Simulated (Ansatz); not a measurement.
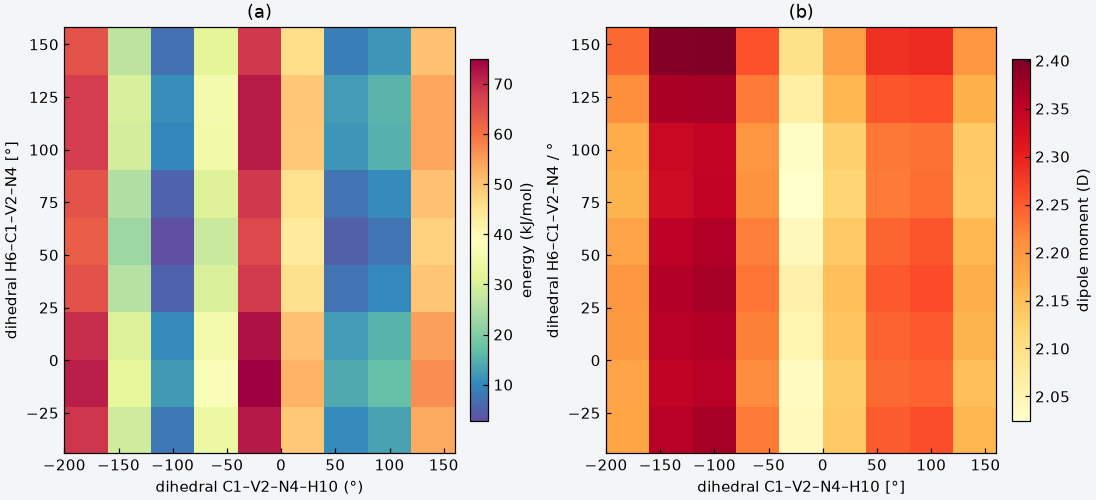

CH6FN2V, SMILES [CH3][V](=[NH])([NH2])[F]. 
- The first coordinate is: dihedral C1–V2–N4–H10; the second: dihedral H6–C1–V2–N4.
- Nothing is relaxed (all other coordinates rigid).
- Grid: 9 × 9 points.
- Points are written as (first, second).
- Energies: kJ/mol, counted from the relaxed molecule at the same level.
- These are results of RKS PBE0-D4/def2-SVP (Ansatz), not measurements.

Panel (a) is the energy and panel (b) the computed dipole moment on the same grid.

The picture shows one coloured cell a grid point.

**How does the dipole moment vary over the map, and what is it at the lowest grid point?**

Leaving out the highest fifth of the energies, it runs from 2.12 D at (20°, 79.5°) to 2.40 D at (−100°, 147.0°). At the lowest grid point, (−100°, 57.0°), it is 2.36 D.
